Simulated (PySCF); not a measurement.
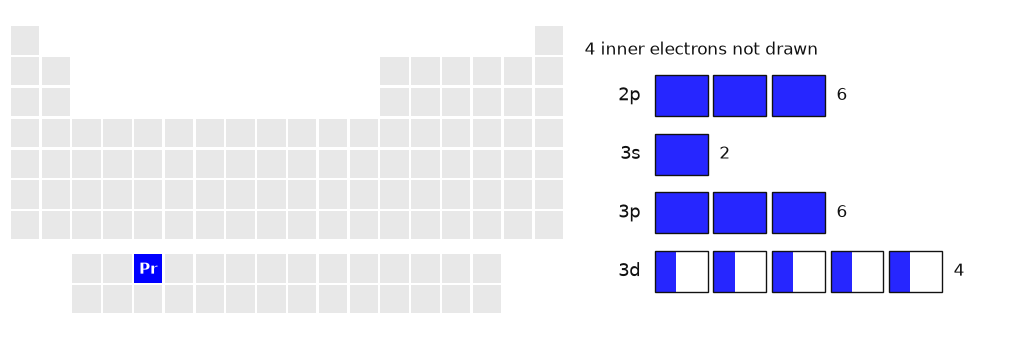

**Figure 1.** Left, the place of praseodymium in the periodic table; right, the outer shells of the nominal configuration: a box for each of the 2l + 1 orbitals, shaded by the share of the shell that is filled, with the electron count at the right.

**Pr³⁷⁺: atomic calculation**

System: Pr³⁷⁺, configuration 1s2 2s2 2p6 3s2 3p6 3d4, multiplicity 5.
Method: unrestricted HF, even-tempered 18s12p7d4f3g, spin-free X2C-1e, Gaussian nucleus (PySCF).

**Input**
```python
from pyscf import gto, scf, dft, mp, cc
mol = gto.M(atom="Pr 0 0 0", charge=37, spin=4, symmetry="D2h",
            basis=gto.etbs([(0, 18, 6.6, 2.5), (1, 12, 8.6, 2.5), (2, 7, 8.6, 2.5), (3, 4, 32, 2.7), (4, 3, 48, 2.7)]),
            nucmod="G")
mf = scf.UHF(mol).sfx2c1e()
mf.irrep_nelec = {'Ag': (4, 3), 'B1g': (1, 0), 'B2g': (1, 0), 'B3g': (1, 0), 'B1u': (2, 2), 'B2u': (2, 2), 'B3u': (2, 2)}
mf.kernel()
```

The script is an equivalent of what the driver set up; the driver started from orbitals of its own, so the log can be shorter than this script's would be, and it computed the properties (radii, ⟨L²⟩, response) afterwards. It held the occupations shell by shell, which the script's counts by irreducible representation don't always enforce.

**Output (extracts)**
```
damping factor = 0
level_shift factor = 0
DIIS = <class 'pyscf.scf.diis.CDIIS'>
diis_start_cycle = 1
diis_space = 10
diis_damp = 0
SCF conv_tol = 1e-09
SCF conv_tol_grad = None
number electrons alpha = 13  beta = 9
cycle= 1 E= -8218.31494143317  delta_E= -0.00863  |g|= 0.0498  |ddm|= 0.0162
cycle= 2 E= -8218.31499805885  delta_E= -5.66e-05  |g|= 0.00577  |ddm|= 0.00192
cycle= 3 E= -8218.3149992776  delta_E= -1.22e-06  |g|= 0.000382  |ddm|= 0.000335
cycle= 4 E= -8218.31499928307  delta_E= -5.47e-09  |g|= 2.81e-06  |ddm|= 2.41e-05
cycle= 5 E= -8218.31499928306  delta_E= 7.28e-12  |g|= 1.53e-07  |ddm|= 5.39e-08
converged SCF energy = -8218.31499928306  <S^2> = 6.0002633  2S+1 = 5.0001053
```

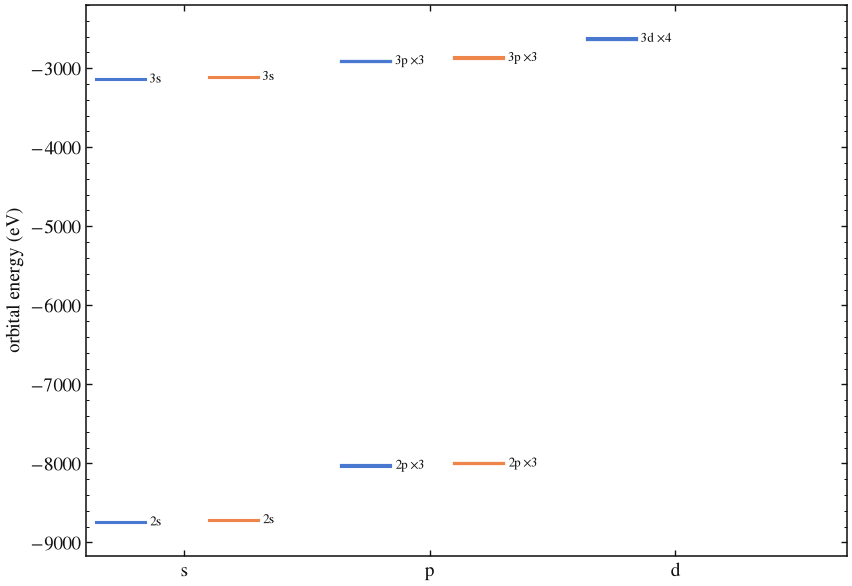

**Figure 2.** Orbital energies of the mean field, from the top down to −8743 eV, by angular momentum, α spin at the left of each column and β at the right; ×n counts the orbitals under one label. The highest filled orbital is 3d α at −2623 eV, the lowest empty one d α at −2523 eV.

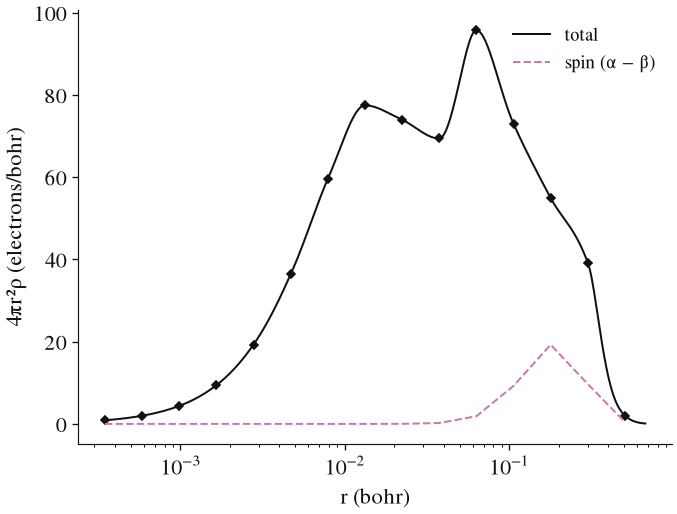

**Figure 3.** Spherically averaged radial density 4πr²ρ of the mean field and its spin part; markers are the stored points, which are sparse, and the line is a monotone interpolation between them. The largest stored value is 95.8 electrons/bohr at r = 0.063 bohr. Root-mean-square radii of the shells: 1s 0.0275, 2p 0.0988, 2s 0.111, 3d 0.242, 3p 0.271, 3s 0.274 bohr.

**Summary**

| quantity | value |
| --- | --- |
| outcome | converged |
| total energy | −8218.3150 hartree |
| ⟨S²⟩ | 6.000 |
| ⟨L²⟩ | 6.00 |
| static polarisability | 0.00841 bohr³ |
| C₆ of the like pair | 0.00105 hartree bohr⁶ |
| SCF iterations | 5 |
| hardware | 1 CPU thread, shared host |
| CPU time | 65 s (integrals apart) |

**Remarks**

Radii and densities are those of the two-component orbitals, without the picture-change correction, so the innermost s shells come out slightly too small (about 1 % for 1s near Z = 40, more for heavier atoms).
